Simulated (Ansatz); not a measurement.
```xyz
6

O    -0.5126    0.2986    1.3396
Zr    0.1481   -0.0923   -0.3748
Cl    2.0285   -1.4642   -0.1775
Cl   -1.5070   -1.1931   -1.6020
Cl    0.7322    1.9006   -1.4445
H    -0.8472    0.4864    2.2132
```

Geometry: PBE0-D4/def2-TZVP; core potentials replace the inner electrons of Zr.

Level of theory: RKS PBE0-D4/def2-TZVPP (Ansatz).

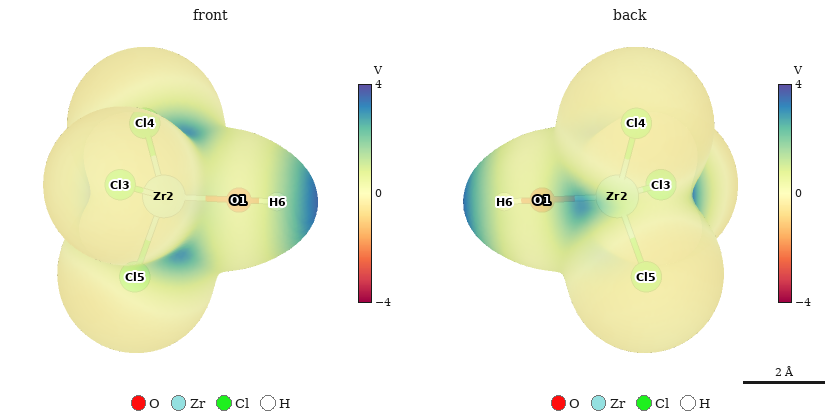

Cl$_{3}$HOZr (SMILES [OH][Zr]([Cl])([Cl])[Cl]). The electrostatic potential painted on the density surface at 0.002 e/bohr³, seen from the front and from behind; the colour scale runs from red (negative) to blue (positive).

### Describe the electrostatic potential map.

The most negative region (about −0.3 V, or −7 kcal/mol for a unit charge) lies over Cl3, Cl4 and Cl5, the most positive (about +3.4 V, or +78 kcal/mol for a unit charge) over Zr2 and H6.
